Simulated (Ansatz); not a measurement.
```xyz
5

B     0.0000    0.0000   -1.6180
B     0.0000    0.0000   -0.0474
Cl    0.0000    0.0000   -3.2529
Si    0.0000    0.0000    1.7214
H     0.0000    0.0000    3.1970
```

Geometry: PBE0-D3(BJ)/def2-SVP.

Level of theory: isolated molecule in a Gaussian basis; Kohn-Sham density functional theory, functional PBE0 (Ansatz 0.2.0).

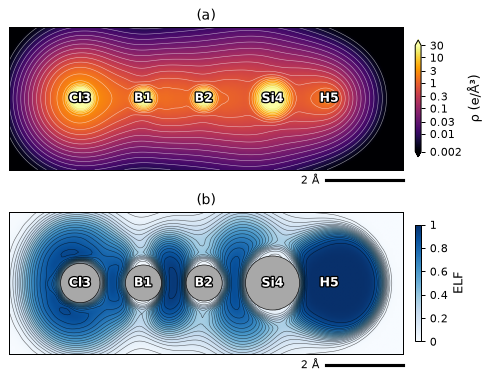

B$_{2}$ClHSi (SMILES [SiH+]=B[B]Cl) (charge +1, doublet). (a) electron density; (b) ELF on a plane that holds the molecular axis. Grey discs cover the atomic cores in the ELF map.

### Interpret the plot.

Atoms in the plane: B, Cl, Si and H. B–B (1.57 Å): the density is about 1.2 e/Å³ at the midpoint; the ELF peaks at about 0.95 between the atoms (a covalent bond). B–Cl (1.63 Å): ρ at the midpoint is about 1.7 e/Å³; the ELF peaks at about 0.90 between the atoms (a short, strongly polar bond). Si–B (1.77 Å): ρ at the midpoint is about 0.95 e/Å³; the ELF peaks at about 0.90 between the atoms, as expected for a covalent bond. Si–H (1.48 Å): ρ is about 0.86 e/Å³ halfway; the ELF climbs to about 1 towards the hydrogen, as it does in any bond to H. The ELF also peaks beside Cl3, away from the bonds: non-bonding electrons, paired or unpaired.
